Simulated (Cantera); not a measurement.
Charge: 1 mol Fe3O4, 530 mol H2, 43 mol N2, held at 19.0 mbar.

Equilibrium computed with Cantera from the NASA thermochemical tables; the gas is ideal and each condensed phase is pure. Candidate condensed phases: Fe, FeO, Fe(OH)2, Fe(OH)3, Fe2O3, Fe3O4, H2O; 27 gas species. Rates play no part.

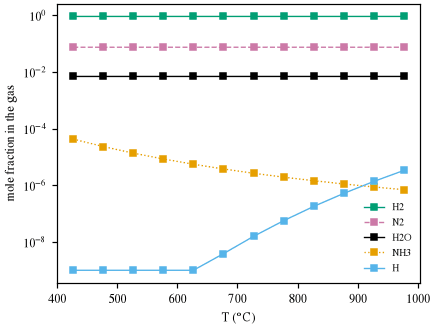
Fig. 1. Equilibrium gas composition (values under 1e-9 drawn at 1e-9)

Read off the mole fractions at 527 °C.

H2 about 0.92, N2 about 0.075, H2O about 0.0070, NH3 about 1.4e-5.
